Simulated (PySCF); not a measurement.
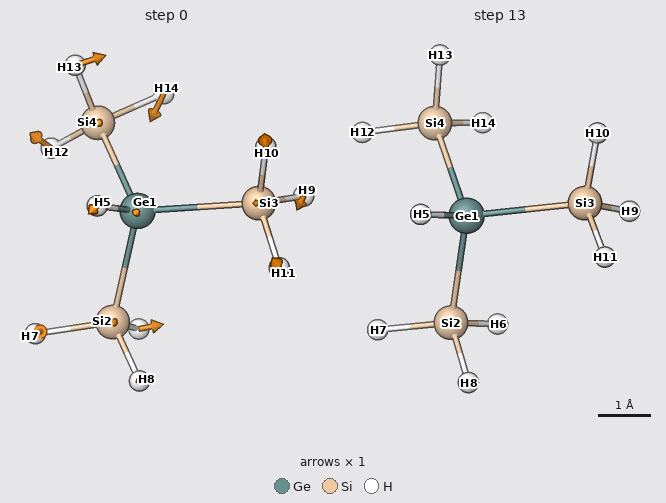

The structure of GeSi3H10 before (left) and after (right) a relaxation, at one scale. The orange arrows give the displacements, at their true length.

The picture is a ball-and-stick view, seen at a tilt.

The start comes from GFN2-xTB. Its atoms were then displaced at random by about 0.03 Å.

Level of theory: PBE0-D3(BJ)/def2-SVP geometry optimisation, gas phase in PySCF 2.14.0, density-fitted response routines. 

What changed between the two?

Over 13 geometry steps the energy falls by 15.8 kcal/mol. H12 moves most after the best rigid fit: 0.76 Å. By element the largest moves are H 0.76 Å, Ge 0.17 Å, Si 0.15 Å. Near-neighbour distances that change, for instance: Si3–H9 1.383 → 1.495 Å, Si4–H12 1.391 → 1.495 Å, Ge1–H5 1.441 → 1.544 Å, Si4–H13 1.397 → 1.495 Å. Among the angles between lasting bonds that change: Si3–Ge1–Si4 116.7° → 109.4°, H13–Si4–H14 102.1° → 108.9°, H12–Si4–H13 115.4° → 108.8°. Groups turn about Ge1–Si4 by about 30°.
